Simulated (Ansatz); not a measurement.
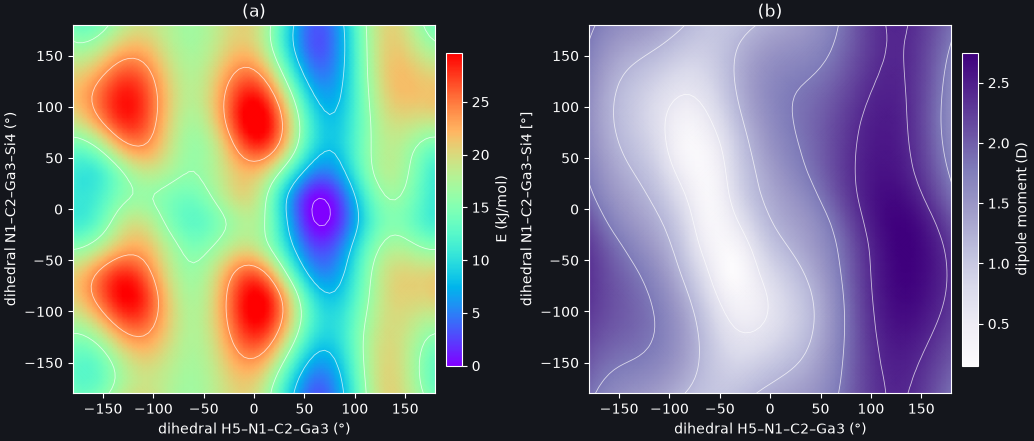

CH8GaNSi, SMILES N[CH2][GaH][SiH3]. First axis: dihedral H5–N1–C2–Ga3. Second axis: dihedral N1–C2–Ga3–Si4. Nothing is relaxed (all other coordinates rigid). The scan uses a 15 × 15 grid. Points are written as (first, second). All energies are given in kJ/mol relative to the lowest grid point. Method: RKS PBE0-D4/def2-SVP in Ansatz.

Panel (a) is the energy; panel (b) is the computed dipole moment, in D.

The picture shows a smooth colour map with a few white contour lines. Between grid points the surface is interpolated.

**How does the dipole moment vary over the map, and what is it at the lowest grid point?**

Leaving out the highest fifth of the energies, it runs from 0.15 D at (−36°, −60°) to 2.75 D at (132°, −36°). At the lowest grid point, (60°, −12°), it is 1.82 D.
